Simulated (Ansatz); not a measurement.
Geometry relaxation, with input and output: CH8GeSi

CH8GeSi, computed with RKS B3LYP-D4/def2-SVP (Ansatz 0.2.0).

The input holds or restrains some coordinates. Forces given for the steps count only the free coordinates. It belongs to a series of runs on one base structure; here: pulled along the bonds that form and break, towards end B. Figures and captions count atoms from 1; the log counts them from 0 in places.

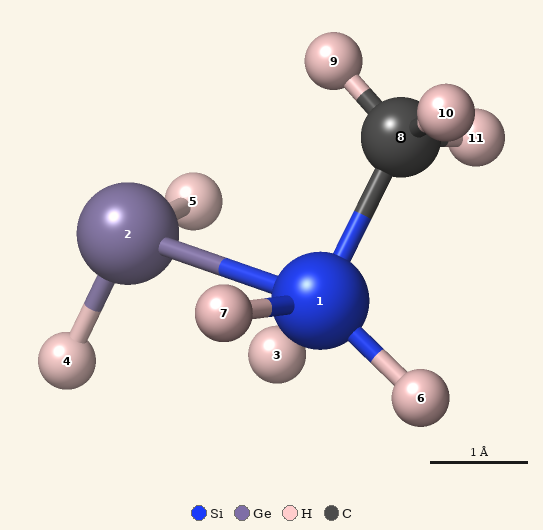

**Figure 1.** The structure as given in the input (ball-and-stick view, seen at a tilt; atoms are numbered from 1 in the order of the input). Sticks mark near contacts. Bond lengths as drawn: C–H 1.09 Å, C–Si 1.89 Å, Ge–H 1.59 Å, Ge–Si 2.70 Å and H–Si 1.47 Å.

The input
```yaml
crystal:
  periodic: [false, false, false]
  atoms:
    - { symbol: Si, position_ang: [-0.3687, 0.4832, 0.7905] }
    - { symbol: Ge, position_ang: [1.3714, 0.7924, -1.2556] }
    - { symbol: H, position_ang: [-0.5618, 1.1642, -0.9381] }
    - { symbol: H, position_ang: [1.1859, 2.2451, -1.8715] }
    - { symbol: H, position_ang: [0.6817, 0.1569, -2.54] }
    - { symbol: H, position_ang: [-1.6908, 0.8817, 1.302] }
    - { symbol: H, position_ang: [0.6322, 1.0868, 1.6741] }
    - { symbol: C, position_ang: [-0.3142, -1.4082, 0.722] }
    - { symbol: H, position_ang: [0.6149, -1.7763, 0.2963] }
    - { symbol: H, position_ang: [-0.4231, -1.8411, 1.7117] }
    - { symbol: H, position_ang: [-1.1275, -1.7847, 0.1085] }
basis:
  gaussian: { orbitals: def2-SVP }
hamiltonian:
  xc: b3lyp
  dispersion: d4
relax:
  f_tol: 0.15
  max_steps: 25
  restrain:
    - { distance: [0, 2], at: 1.42, k: 30.0 }
    - { distance: [0, 1], at: 3.61, k: 30.0 }
    - { distance: [1, 2], at: 2.81, k: 30.0 }
```

Launch command:
```bash
ansatz run input.yaml --threads 2 --pin off --max-ram 3072MiB --backend cpu --events-out ev --progress --plain --runs-dir out
```

Log
```
The last accepted step is kept in [file] (removed where the run ends without a failure and the disk answers)
Engine: ansatz 0.2.0, aarch64-unknown-linux-gnu
Functional definition: B3LYP
  parameter a0 = 0.2
  parameter ax = 0.72
  parameter ac = 0.81
  exchange = (1 - a0 - ax)*slater_x + ax*b88_x + a0*exact_x
  correlation = (1 - ac)*vwn_rpa_c + ac*lyp_c
1117 factors; integrals over basis functions are off by at most 4.1e-4 eV
mean field evaluation 1: about -65548.1629 eV, gradient 4.5e1 eV
mean field evaluation 2: about -65545.6160 eV, gradient 5.2e1 eV
mean field evaluation 4: about -65553.0860 eV, gradient 1.1e0 eV
mean field evaluation 8: about -65553.0944 eV, gradient 1.7e-2 eV
mean field -65553.09444614 eV, -2409.0317874122 hartree, gradient 6.3e-5 eV, S^2 0.000000; 0 other end points of the search recorded, 0 dependent functions left out
the calculation of the forces begins
reference -65553.09472004 eV, -2409.0317974778 hartree; 30, 30 occupied and 74, 74 virtual orbitals, 1117 factors
relax step   1: F+E_penalty+E_count = -65553.45646871 eV  Δ(F+E_penalty+E_count) = +0.000e0 eV  max|allowed force component| = 1.450e0 eV/Å  E_restraint = 25.31588695 eV  max|allowed force component, restraints' pulls added| = 4.073e1 eV/Å  Δτ_max = 0.0000 Å  (23 SCF iters, accepted)
  distance Si 0 - H 2 = 1.8679 Å
  distance Si 0 - Ge 1 = 2.7037 Å
  distance Ge 1 - H 2 = 1.9941 Å
these checks for a lower state are left out or cut short: starts, cluster_reference, orbital_swaps, neighbouring_geometries, increment
1117 factors; integrals over basis functions are off by at most 4.0e-4 eV
mean field evaluation 16: about -65552.7658 eV, gradient 9.3e0 eV
mean field -65553.01739797 eV, -2409.0289559442 hartree, gradient 6.7e-6 eV, S^2 0.000000; 0 other end points of the search recorded, 0 dependent functions left out
the calculation of the forces begins
reference -65553.01767307 eV, -2409.0289660539 hartree; 30, 30 occupied and 74, 74 virtual orbitals, 1117 factors
relax step   2: F+E_penalty+E_count = -65553.39325388 eV  Δ(F+E_penalty+E_count) = +6.321e-2 eV  max|allowed force component| = 1.796e0 eV/Å  E_restraint = 12.93296903 eV  max|allowed force component, restraints' pulls added| = 2.797e1 eV/Å  Δτ_max = 0.1992 Å  (27 SCF iters, accepted)
  distance Si 0 - H 2 = 1.7978 Å
  distance Si 0 - Ge 1 = 2.9521 Å
  distance Ge 1 - H 2 = 2.2746 Å
these checks for a lower state are left out or cut short: starts, cluster_reference, orbital_swaps, neighbouring_geometries, increment
1117 factors; integrals over basis functions are off by at most 4.0e-4 eV
mean field -65552.97691998 eV, -2409.0274684056 hartree, gradient 1.1e-5 eV, S^2 0.000000; 0 other end points of the search recorded, 0 dependent functions left out
the calculation of the forces begins
reference -65552.97719608 eV, -2409.0274785522 hartree; 30, 30 occupied and 74, 74 virtual orbitals, 1117 factors
relax step   3: F+E_penalty+E_count = -65553.33506203 eV  Δ(F+E_penalty+E_count) = +5.819e-2 eV  max|allowed force component| = 2.840e0 eV/Å  E_restraint = 4.74946855 eV  max|allowed force component, restraints' pulls added| = 1.581e1 eV/Å  Δτ_max = 0.1949 Å  (27 SCF iters, accepted)
  distance Si 0 - H 2 = 1.6776 Å
  distance Si 0 - Ge 1 = 3.1920 Å
  distance Ge 1 - H 2 = 2.5351 Å
these checks for a lower state are left out or cut short: starts, cluster_reference, orbital_swaps, neighbouring_geometries, increment
1117 factors; integrals over basis functions are off by at most 5.7e-4 eV
mean field evaluation 32: about -65553.0912 eV, gradient 3.0e-1 eV
mean field -65553.09278517 eV, -2409.0317263729 hartree, gradient 1.3e-5 eV, S^2 0.000000; 0 other end points of the search recorded, 0 dependent functions left out
the calculation of the forces begins
reference -65553.09306310 eV, -2409.0317365865 hartree; 30, 30 occupied and 74, 74 virtual orbitals, 1117 factors
relax step   4: F+E_penalty+E_count = -65553.43734054 eV  Δ(F+E_penalty+E_count) = -1.023e-1 eV  max|allowed force component| = 2.847e0 eV/Å  E_restraint = 0.74040136 eV  max|allowed force component, restraints' pulls added| = 4.640e0 eV/Å  Δτ_max = 0.1948 Å  (27 SCF iters, accepted)
  distance Si 0 - H 2 = 1.5251 Å
  distance Si 0 - Ge 1 = 3.4198 Å
  distance Ge 1 - H 2 = 2.7637 Å
these checks for a lower state are left out or cut short: starts, cluster_reference, orbital_swaps, neighbouring_geometries, increment
1117 factors; integrals over basis functions are off by at most 7.1e-4 eV
mean field -65553.34543345 eV, -2409.0410110257 hartree, gradient 1.5e-5 eV, S^2 0.000000; 0 other end points of the search recorded, 0 dependent functions left out
the calculation of the forces begins
reference -65553.34571630 eV, -2409.0410214204 hartree; 30, 30 occupied and 74, 74 virtual orbitals, 1117 factors
relax step   5: F+E_penalty+E_count = -65553.67506797 eV  Δ(F+E_penalty+E_count) = -2.377e-1 eV  max|allowed force component| = 9.581e-1 eV/Å  E_restraint = 0.01905286 eV  max|allowed force component, restraints' pulls added| = 8.688e-1 eV/Å  Δτ_max = 0.1909 Å  (27 SCF iters, accepted)
  distance Si 0 - H 2 = 1.4498 Å
  distance Si 0 - Ge 1 = 3.6163 Å
  distance Ge 1 - H 2 = 2.8286 Å
these checks for a lower state are left out or cut short: starts, cluster_reference, orbital_swaps, neighbouring_geometries, increment
1117 factors; integrals over basis functions are off by at most 7.0e-4 eV
mean field -65553.39974032 eV, -2409.0430067666 hartree, gradient 1.8e-5 eV, S^2 0.000000; 0 other end points of the search recorded, 0 dependent functions left out
the calculation of the forces begins
reference -65553.40002765 eV, -2409.0430173256 hartree; 30, 30 occupied and 74, 74 virtual orbitals, 1117 factors
relax step   6: F+E_penalty+E_count = -65553.72583722 eV  Δ(F+E_penalty+E_count) = -5.077e-2 eV  max|allowed force component| = 1.098e0 eV/Å  E_restraint = 0.01526732 eV  max|allowed force component, restraints' pulls added| = 2.766e-1 eV/Å  Δτ_max = 0.2000 Å  (27 SCF iters, accepted)
  distance Si 0 - H 2 = 1.4506 Å
  distance Si 0 - Ge 1 = 3.6095 Å
  distance Ge 1 - H 2 = 2.8011 Å
these checks for a lower state are left out or cut short: starts, cluster_reference, orbital_swaps, neighbouring_geometries, increment
1117 factors; integrals over basis functions are off by at most 7.0e-4 eV
mean field -65553.40716559 eV, -2409.0432796401 hartree, gradient 8.2e-5 eV, S^2 0.000000; 0 other end points of the search recorded, 0 dependent functions left out
the calculation of the forces begins
reference -65553.40745473 eV, -2409.0432902660 hartree; 30, 30 occupied and 74, 74 virtual orbitals, 1117 factors
relax step   7: F+E_penalty+E_count = -65553.73243620 eV  Δ(F+E_penalty+E_count) = -6.599e-3 eV  max|allowed force component| = 9.977e-1 eV/Å  E_restraint = 0.01656647 eV  max|allowed force component, restraints' pulls added| = 6.587e-2 eV/Å  Δτ_max = 0.0958 Å  (23 SCF iters, accepted)
  distance Si 0 - H 2 = 1.4521 Å
  distance Si 0 - Ge 1 = 3.6112 Å
  distance Ge 1 - H 2 = 2.8015 Å
1117 factors; integrals over basis functions are off by at most 7.0e-4 eV
mean field evaluation 64: about -65553.4072 eV, gradient 6.0e-2 eV
```

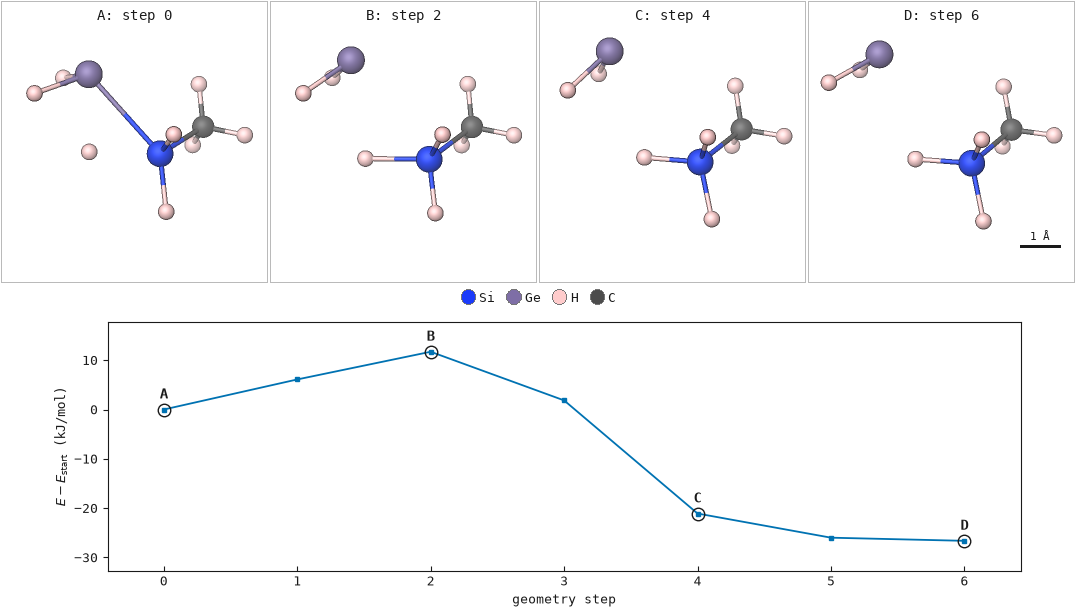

**Figure 2.** Frames of the restrained relaxation (ball-and-stick view, seen at a tilt) above the curves, on which the letters mark them (the first geometry is step 0 here and step 1 in the log).

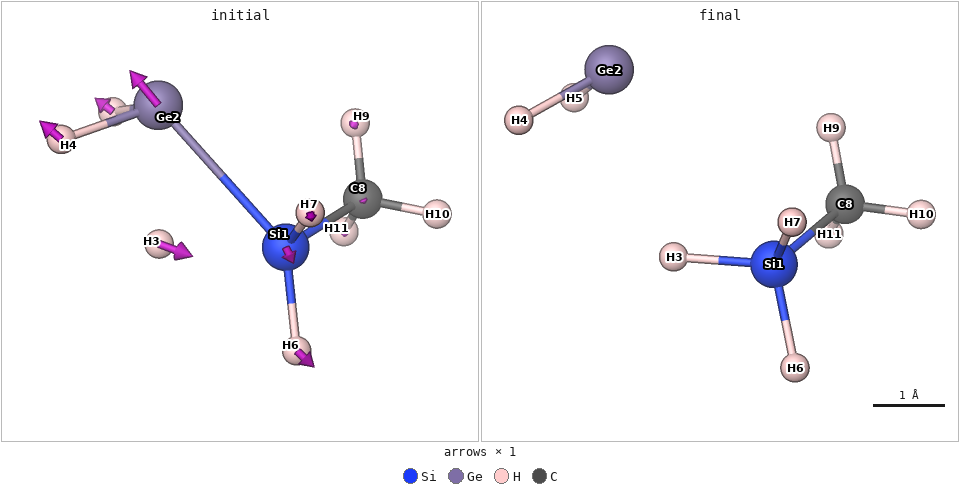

**Figure 3.** Before (left) and after (right) the restrained relaxation, at one scale (ball-and-stick view, seen at a tilt). The pink arrows give the displacements, at true length. The atom that moves furthest after the best rigid fit is Ge2 (0.65 Å). By element the largest moves are Ge 0.65 Å, H 0.56 Å, Si 0.27 Å, C 0.08 Å. Among the contacts that change: Si1–Ge2 2.704 → 3.611 Å, Si1–H3 1.868 → 1.452 Å, Si1–H6 1.473 → 1.494 Å, C8–H10 1.086 → 1.101 Å. New bonds form: Si1–H3 (1.87 → 1.45 Å). Among the angles that change: H6–Si1–C8 108.0° → 111.5°, H7–Si1–C8 114.4° → 111.8°. Over 6 geometry steps the energy falls by 26.6 kJ/mol. Largest force component: 1.4 eV/Å at the start, 1 eV/Å at the end. (Atoms are counted from 1 in the order of the input.)

```
mean field -65553.40716559 eV, -2409.0432796401 hartree, gradient 8.2e-5 eV, S^2 0.000000; 1 other end points of the search recorded, 0 dependent functions left out
the calculation of the forces begins
reference -65553.40745473 eV, -2409.0432902660 hartree; 30, 30 occupied and 74, 74 virtual orbitals, 1117 factors
Total energy: -65553.73272535 eV, -2409.0552437406 hartree
Atom 0 at    -0.613419     0.456309     0.915206 Å, force     0.024481    -0.411899     0.832350 eV/Å
Atom 1 at     1.821114     0.850256    -1.722669 Å, force    -0.231366     0.032280     0.075133 eV/Å
Atom 2 at    -0.638746     1.070880    -0.400199 Å, force     0.193462     0.419530    -0.997683 eV/Å
Atom 3 at     1.433696     2.329998    -2.201686 Å, force     0.016325    -0.020009     0.002259 eV/Å
Atom 4 at     0.853621     0.204594    -2.828396 Å, force     0.018008     0.009263     0.012168 eV/Å
Atom 5 at    -1.919779     0.799044     1.553093 Å, force     0.005929    -0.020317     0.003673 eV/Å
Atom 6 at     0.484452     1.083486     1.707132 Å, force    -0.015730    -0.023049     0.001503 eV/Å
Atom 7 at    -0.388722    -1.407935     0.763146 Å, force     0.001627     0.007355     0.052888 eV/Å
Atom 8 at     0.585570    -1.661990     0.315652 Å, force    -0.008976     0.037597     0.009409 eV/Å
Atom 9 at    -0.438563    -1.872041     1.760602 Å, force     0.006144    -0.047837     0.001199 eV/Å
Atom 10 at    -1.179224    -1.852600     0.138019 Å, force    -0.009903     0.017085     0.007103 eV/Å
Dipole moment:    -0.037200    -0.187298     0.106361 e Å
```

Trajectory as extended XYZ (Å, eV, eV/Å), 7 frames, from step=1 to step=7
```
11
Properties=species:S:1:pos:R:3:forces:R:3 step=1 energy=-65553.45647
Si   -0.3687    0.4832    0.7905    0.0876  -0.4133  -1.3692
Ge    1.3714    0.7924   -1.2556   -0.4956   0.3491  -0.4804
H    -0.5618    1.1642   -0.9381    0.5671  -0.5599   1.4500
H     1.1859    2.2451   -1.8715    0.1278   0.1210   0.2003
H     0.6817    0.1569   -2.5400   -0.0146  -0.2416   0.0927
H    -1.6908    0.8817    1.3020   -0.4147   0.2699  -0.1215
H     0.6322    1.0868    1.6741    0.2087   0.2678   0.2004
C    -0.3142   -1.4082    0.7220    0.0532   0.5302  -0.0981
H     0.6149   -1.7763    0.2963    0.4208  -0.0879  -0.1511
H    -0.4231   -1.8411    1.7117   -0.1031  -0.1112   0.5905
H    -1.1275   -1.7847    0.1085   -0.4374  -0.1241  -0.3139
11
Properties=species:S:1:pos:R:3:forces:R:3 step=2 energy=-65553.39325
Si   -0.4387    0.4902    0.8084    1.4055  -0.4689  -1.7957
Ge    1.5395    0.7892   -1.3625   -0.6914   0.1789   0.0080
H    -0.6463    1.1538   -0.8496    0.9750  -0.6988   1.6210
H     1.1875    2.2472   -1.8716    0.1402   0.2217  -0.0534
H     0.6821    0.1550   -2.5411    0.0297  -0.1641  -0.1317
H    -1.7019    0.8856    1.3047   -1.4799   0.4759   0.5501
H     0.6294    1.0868    1.6726   -0.1735   0.0911  -0.2357
C    -0.3153   -1.4051    0.7219   -0.1164   0.5328  -0.0370
H     0.6168   -1.7758    0.2956    0.3374   0.0739  -0.1224
H    -0.4236   -1.8415    1.7143   -0.0687  -0.0918   0.4563
H    -1.1295   -1.7855    0.1071   -0.3578  -0.1508  -0.2594
11
Properties=species:S:1:pos:R:3:forces:R:3 step=3 energy=-65553.33506
Si   -0.5116    0.5021    0.8094    2.8400  -0.6730  -1.9800
Ge    1.6980    0.7908   -1.4760   -0.6798   0.1252  -0.0008
H    -0.7031    1.1275   -0.7354    0.9467  -0.6490   1.5117
H     1.1891    2.2497   -1.8741    0.1731   0.1014  -0.0869
H     0.6831    0.1543   -2.5438    0.1597  -0.0573  -0.0691
H    -1.7239    0.8916    1.3148   -2.4672   0.6809   1.2012
H     0.6236    1.0859    1.6659   -0.5916  -0.0526  -0.5965
C    -0.3178   -1.3998    0.7217   -0.3021   0.5154   0.0066
H     0.6187   -1.7734    0.2950    0.2256   0.2321  -0.0858
H    -0.4241   -1.8417    1.7171   -0.0395  -0.0328   0.2976
H    -1.1320   -1.7871    0.1053   -0.2650  -0.1901  -0.1980
11
Properties=species:S:1:pos:R:3:forces:R:3 step=4 energy=-65553.43734
Si   -0.5670    0.5094    0.8028    2.8471  -0.9268  -0.6888
Ge    1.8410    0.8024   -1.6078   -0.6632   0.1258  -0.1020
H    -0.7176    1.0842   -0.6018    0.6590  -0.1209   0.2529
H     1.1937    2.2520   -1.8780    0.2176  -0.0456  -0.0472
H     0.6887    0.1540   -2.5465    0.2846   0.0147   0.0406
H    -1.7765    0.9037    1.3450   -2.1059   0.4899   1.2260
H     0.6053    1.0839    1.6475   -0.7484  -0.0886  -0.6903
C    -0.3253   -1.3930    0.7215   -0.3668   0.3728   0.0341
H     0.6196   -1.7642    0.2948    0.0699   0.3506  -0.0332
H    -0.4254   -1.8404    1.7205   -0.0267   0.0302   0.1311
H    -1.1365   -1.7919    0.1020   -0.1671  -0.2021  -0.1230
11
Properties=species:S:1:pos:R:3:forces:R:3 step=5 energy=-65553.67507
Si   -0.5881    0.4781    0.8510    0.2448  -0.6904   0.6042
Ge    1.8971    0.8512   -1.7495   -0.2426  -0.0255   0.1677
H    -0.6234    1.0491   -0.4811    0.1264   0.3599  -0.9581
H     1.2834    2.3205   -1.9591   -0.0039  -0.1151  -0.1493
H     0.7659    0.1277   -2.6409    0.0826   0.1881  -0.0246
H    -1.8578    0.8471    1.5082   -0.2462   0.0510   0.1419
H     0.5350    1.1280    1.5787    0.0703  -0.0337   0.1080
C    -0.3821   -1.4069    0.7385    0.0755   0.1633   0.0550
H     0.5980   -1.6908    0.3122   -0.1198   0.0970   0.0414
H    -0.4590   -1.8599    1.7399    0.0013  -0.0254  -0.0121
H    -1.1691   -1.8442    0.1020    0.0116   0.0309   0.0260
11
Properties=species:S:1:pos:R:3:forces:R:3 step=6 energy=-65553.72584
Si   -0.6035    0.4650    0.8896    0.0370  -0.4600   1.0980
Ge    1.8480    0.8477   -1.7318   -0.2110   0.0340   0.1383
H    -0.6192    1.0770   -0.4256    0.1787   0.3891  -0.9945
H     1.3588    2.3136   -2.1443    0.0305   0.0227  -0.0247
H     0.8594    0.1872   -2.8022   -0.0148  -0.0228  -0.0406
H    -1.8988    0.8025    1.5503   -0.0337   0.0332  -0.0583
H     0.4921    1.0830    1.6950   -0.0058  -0.0087  -0.0510
C    -0.3911   -1.4025    0.7648   -0.0079   0.0086  -0.0662
H     0.5816   -1.6565    0.3175    0.0408  -0.0163  -0.0106
H    -0.4476   -1.8797    1.7559    0.0006   0.0373   0.0111
H    -1.1796   -1.8372    0.1307   -0.0145  -0.0170  -0.0015
11
Properties=species:S:1:pos:R:3:forces:R:3 step=7 energy=-65553.73244
Si   -0.6134    0.4563    0.9152    0.0245  -0.4119   0.8324
Ge    1.8211    0.8503   -1.7227   -0.2314   0.0323   0.0751
H    -0.6387    1.0709   -0.4002    0.1935   0.4195  -0.9977
H     1.4337    2.3300   -2.2017    0.0163  -0.0200   0.0023
H     0.8536    0.2046   -2.8284    0.0180   0.0093   0.0122
H    -1.9198    0.7990    1.5531    0.0059  -0.0203   0.0037
H     0.4845    1.0835    1.7071   -0.0157  -0.0230   0.0015
C    -0.3887   -1.4079    0.7631    0.0016   0.0074   0.0529
H     0.5856   -1.6620    0.3157   -0.0090   0.0376   0.0094
H    -0.4386   -1.8720    1.7606    0.0061  -0.0478   0.0012
H    -1.1792   -1.8526    0.1380   -0.0099   0.0171   0.0071
```

Summary

```csv
quantity,value
outcome,converged under the restraints of the input
total energy,−65553.7327 eV
mean-field energy,−65553.4075 eV
"largest force (length of the vector) at the end, held atoms and coordinates included",1.099 eV/Å
hardware,"2 threads of Arm Neoverse N1, 16 GiB of memory available, shared host"
wall time,34 s (CPU time 66 s)
peak memory,0.24 GiB
```
